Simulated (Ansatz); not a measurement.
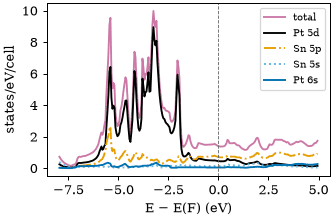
*Total and projected density of states of SnPt (NiAs type, P6_3/mmc), LDA in the plane-wave PAW code Ansatz*

Task: Which orbitals carry the states next to the Fermi level?

Result: Within 0.5 eV of the Fermi level: Sn 5p 50 %, Pt 5d 32 %, Sn 5s 10 %. Projections are on Löwdin-orthogonalised atomic valence shells; empty p or d shells of many metals are not among them.

Task: Where is the tallest occupied peak in this window, and what makes it?

Result: Near -3.2 eV, about 10.0 states/eV per cell; the largest projected share is Pt 5d.

The workflow started from a Materials Project entry (that database holds measured and hypothetical structures alike); the Crystallography Open Database files this formula in space group No. 194, but the cells were not matched. Whether it is the stable phase at ambient conditions was not checked. Symmetry was held in the LDA relaxation; whether a distortion lowers the energy is not shown. No spin polarisation was allowed. Spin–orbit coupling is left out wherever it is not named.

Potentials: the later of the program's two PAW sets.
